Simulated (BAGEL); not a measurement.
**GeSiNH7 (SMILES [SiH3][NH][GeH3]): a chain of runs**

We compute the energy (HF/def2-SVP), then a single-point energy (NEVPT2(2,2)/def2-SVP) of GeSiNH7. 

The results are computed with BAGEL 1.2.2.

2 further runs of the same task are left out: 2 set aside as unsound or not needed.

**1. The system as given**

GeSiNH7 has 10 atoms, charge 0, and is taken as a singlet. As SMILES, `[SiH3][NH][GeH3]`. One bond was lengthened or shortened from a relaxed shape.

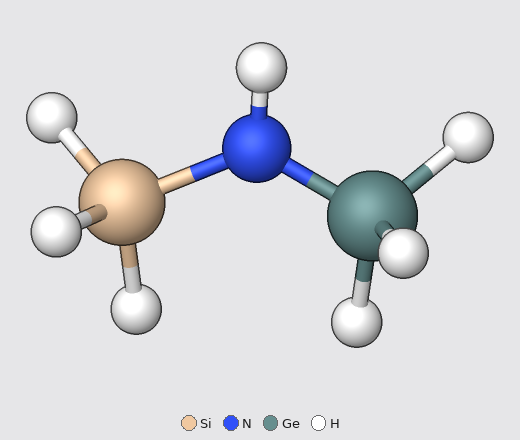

The structure, seen from a chosen angle (silicon light orange, nitrogen blue, germanium teal, hydrogen white).

**2. The energy at HF/def2-SVP (density fitting with svp-jkfit) (run 1)**

input.json reads:

```json
{ "bagel" : [

{
  "title" : "molecule",
  "basis" : "svp",
  "df_basis" : "svp-jkfit",
  "angstrom" : true,
  "geometry" : [
    { "atom" : "Si", "xyz" : [   -1.062980,    0.372939,   -0.729277 ] },
    { "atom" : "N", "xyz" : [    0.545220,    0.169839,   -0.159377 ] },
    { "atom" : "Ge", "xyz" : [    1.020100,   -0.675800,    1.066200 ] },
    { "atom" : "H", "xyz" : [   -1.839880,   -0.817761,   -0.296577 ] },
    { "atom" : "H", "xyz" : [   -1.076380,    0.477939,   -2.214177 ] },
    { "atom" : "H", "xyz" : [   -1.751680,    1.586539,   -0.199777 ] },
    { "atom" : "H", "xyz" : [    1.242920,    0.803639,   -0.520177 ] },
    { "atom" : "H", "xyz" : [   -0.018900,   -1.787400,    1.262400 ] },
    { "atom" : "H", "xyz" : [    1.119900,    0.180400,    2.345600 ] },
    { "atom" : "H", "xyz" : [    2.407800,   -1.257200,    0.745900 ] }
  ]
},
{ "title" : "hf", "charge" : 0 },
{ "title" : "print", "file" : "orbitals.molden", "orbitals" : true }

]}
```

On the command line:

```console
$ BAGEL_NUM_THREADS=1 BAGEL input.json > input.out
```

The program printed:

```text
* using 1 threads per process

  ===============================================================
  ===============================================================

  *** Geometry ***

  { "atom" : "Si", "xyz" : [     -2.008741,      0.704753,     -1.378134 ] },
  { "atom" : "N", "xyz" : [      1.030316,      0.320949,     -0.301179 ] },
  { "atom" : "Ge", "xyz" : [      1.927710,     -1.277077,      2.014826 ] },
  { "atom" : "H", "xyz" : [     -3.476869,     -1.545344,     -0.560449 ] },
  { "atom" : "H", "xyz" : [     -2.034063,      0.903174,     -4.184188 ] },
  { "atom" : "H", "xyz" : [     -3.310195,      2.998124,     -0.377524 ] },
  { "atom" : "H", "xyz" : [      2.348778,      1.518658,     -0.982992 ] },
  { "atom" : "H", "xyz" : [     -0.035716,     -3.377696,      2.385590 ] },
  { "atom" : "H", "xyz" : [      2.116304,      0.340907,      4.432542 ] },
  { "atom" : "H", "xyz" : [      4.550083,     -2.375764,      1.409547 ] },

  Number of auxiliary basis functions:      597

  Since a DF basis is specified, we compute 2- and 3-index integrals:
    o Being stored without compression. Storage requirement is 0.047 GB

  Number of basis functions:       99
  Number of electrons      :       60

    * METHOD: MOLECULE                             0.38

  *** RHF ***

  === Nuclear Repulsion ===
   281.3103013102

      * DIIS with orbital gradients will be used.

  === RHF iteration (svp) ===
      0      -2422.24823302          0.01342267           0.15
      1      -2422.34685601          0.00847467           0.16
      2      -2422.38883383          0.00108101           0.15
      3      -2422.39012742          0.00011886           0.15
      4      -2422.39014280          0.00003183           0.15
      5      -2422.39014379          0.00001037           0.15
      6      -2422.39014390          0.00000327           0.15
      7      -2422.39014391          0.00000092           0.15
      8      -2422.39014392          0.00000033           0.16
      9      -2422.39014392          0.00000013           0.15
     10      -2422.39014392          0.00000003           0.15
     11      -2422.39014392          0.00000001           0.15
     12      -2422.39014392          0.00000000           0.15
    * SCF iteration converged.

    * Permanent dipole moment:
           (   -0.154279,    -0.367059,     0.337123) a.u.

    * METHOD: HF                                   2.30

    * METHOD: PRINT                                0.02

  ===============================================================
```

It took 3 s on 1 thread of Arm Neoverse V2, shared host; peak memory 0.17 GiB.

**3. The energy at NEVPT2(2,2)/def2-SVP (density fitting with svp-jkfit) (run 2)**

calc.json reads:

```json
{ "bagel": [

{
  "title": "molecule",
  "basis": "svp",
  "df_basis": "svp-jkfit",
  "angstrom": "true",
  "geometry": [
    { "atom": "Si", "xyz": [   -1.062980,    0.372939,   -0.729277 ] },
    { "atom": "N", "xyz": [    0.545220,    0.169839,   -0.159377 ] },
    { "atom": "Ge", "xyz": [    1.020100,   -0.675800,    1.066200 ] },
    { "atom": "H", "xyz": [   -1.839880,   -0.817761,   -0.296577 ] },
    { "atom": "H", "xyz": [   -1.076380,    0.477939,   -2.214177 ] },
    { "atom": "H", "xyz": [   -1.751680,    1.586539,   -0.199777 ] },
    { "atom": "H", "xyz": [    1.242920,    0.803639,   -0.520177 ] },
    { "atom": "H", "xyz": [   -0.018900,   -1.787400,    1.262400 ] },
    { "atom": "H", "xyz": [    1.119900,    0.180400,    2.345600 ] },
    { "atom": "H", "xyz": [    2.407800,   -1.257200,    0.745900 ] }
  ]
},
{ "title": "hf" },
{ "title": "nevpt2", "nstate": 1, "nact": 2, "nclosed": 29, "active": [21, 31], "maxiter": 200, "natocc": "true", "ncore": 15 },
{ "title": "print", "file": "orbitals.molden", "orbitals": "true" }

]}
```

On the command line:

```console
$ BAGEL_NUM_THREADS=1 BAGEL calc.json > calc.out
```

The program printed:

```text
* using 1 threads per process

  ===============================================================
  ===============================================================

  *** Geometry ***

  { "atom" : "Si", "xyz" : [     -2.008741,      0.704753,     -1.378134 ] },
  { "atom" : "N", "xyz" : [      1.030316,      0.320949,     -0.301179 ] },
  { "atom" : "Ge", "xyz" : [      1.927710,     -1.277077,      2.014826 ] },
  { "atom" : "H", "xyz" : [     -3.476869,     -1.545344,     -0.560449 ] },
  { "atom" : "H", "xyz" : [     -2.034063,      0.903174,     -4.184188 ] },
  { "atom" : "H", "xyz" : [     -3.310195,      2.998124,     -0.377524 ] },
  { "atom" : "H", "xyz" : [      2.348778,      1.518658,     -0.982992 ] },
  { "atom" : "H", "xyz" : [     -0.035716,     -3.377696,      2.385590 ] },
  { "atom" : "H", "xyz" : [      2.116304,      0.340907,      4.432542 ] },
  { "atom" : "H", "xyz" : [      4.550083,     -2.375764,      1.409547 ] },

  Number of auxiliary basis functions:      597

  Since a DF basis is specified, we compute 2- and 3-index integrals:
    o Being stored without compression. Storage requirement is 0.047 GB

  Number of basis functions:       99
  Number of electrons      :       60

    * METHOD: MOLECULE                             0.39

  *** RHF ***

  === Nuclear Repulsion ===
   281.3103013102

      * DIIS with orbital gradients will be used.

  === RHF iteration (svp) ===
      0      -2422.24823302          0.01342267           0.16
      1      -2422.34685601          0.00847467           0.17
      2      -2422.38883383          0.00108101           0.16
      3      -2422.39012742          0.00011886           0.15
      4      -2422.39014280          0.00003183           0.15
      5      -2422.39014379          0.00001037           0.16
      6      -2422.39014390          0.00000327           0.16
      7      -2422.39014391          0.00000092           0.16
      8      -2422.39014392          0.00000033           0.16
      9      -2422.39014392          0.00000013           0.16
     10      -2422.39014392          0.00000003           0.16
     11      -2422.39014392          0.00000001           0.16
     12      -2422.39014392          0.00000000           0.16
    * SCF iteration converged.

    * Permanent dipole moment:
           (   -0.154279,    -0.367059,     0.337123) a.u.

    * METHOD: HF                                   2.40

    * freezing 15 orbitals
  ---------------------------
      CASSCF calculation
  ---------------------------

    ==== Active orbitals : =====
         Orbital 21
         Orbital 31
    ============================

    * nstate   :      1
    * nclosed  :     29
    * nact     :      2
    * nvirt    :     68
  === CASSCF iteration (svp) ===

    * Using the second-order algorithm

      0  0     -2422.39023841     2.21e-05      0.04

      1  0     -2422.39424670     2.93e-04      0.60

      2  0     -2422.40167455     4.30e-04      0.95

      3  0     -2422.40465469     6.11e-04      0.99

      4  0     -2422.40672798     1.34e-04      0.90

      5  0     -2422.40678432     2.87e-05      0.93

      6  0     -2422.40678502     9.17e-06      0.91

      7  0     -2422.40678505     2.81e-06      0.95

      8  0     -2422.40678505     8.39e-07      0.91

      9  0     -2422.40678505     2.47e-07      0.86

     10  0     -2422.40678505     7.20e-08      0.83

     11  0     -2422.40678505     2.10e-08      0.79

     12  0     -2422.40678505     6.09e-09      0.70

    * Second-order optimization converged. *

     guess   0:   closed 1.                   open ..

  === FCI iteration ===

      0  0     -2422.38994248     9.27e-02      0.00
      1  0     -2422.40677767     1.48e-03      0.00
      2  0 *   -2422.40678505     8.36e-16      0.00

     * ci vector, state   0, <S^2> = 0.0000
       2.     0.9958943402
       .2    -0.0905232745

  === DF-NEVPT2 calculation ===

    * 3-index integral transformation done
    * assembly done

      NEVPT2 correlation energy:   -0.4935425255      0.26

          (+0)     -0.4214992975
          (+0)'    -0.0267338877
          (+1)     -0.0045925702
          (+1)'    -0.0000000000
          (+2)     -0.0002875708
          (-1)     -0.0321023088
          (-1)'     0.0000000000
          (-2)     -0.0083268906

      NEVPT2 total energy:       -2422.9003275743

    * METHOD: NEVPT2                              11.25

    * METHOD: PRINT                                0.02

  ===============================================================
```

It took 14 s on 1 thread of Arm Neoverse V2, shared host; peak memory 0.17 GiB.

**4. What came out**

```
                                 quantity           value
         run 1, HF/def2-SVP: total energy  -2422.39014 Eh
        run 1, HF/def2-SVP: dipole moment          1.33 D
          run 1, HF/def2-SVP: HOMO energy       -10.66 eV
          run 1, HF/def2-SVP: LUMO energy         3.74 eV
        run 1, HF/def2-SVP: HOMO–LUMO gap        14.40 eV
run 2, NEVPT2(2,2)/def2-SVP: total energy  -2422.90033 Eh
```
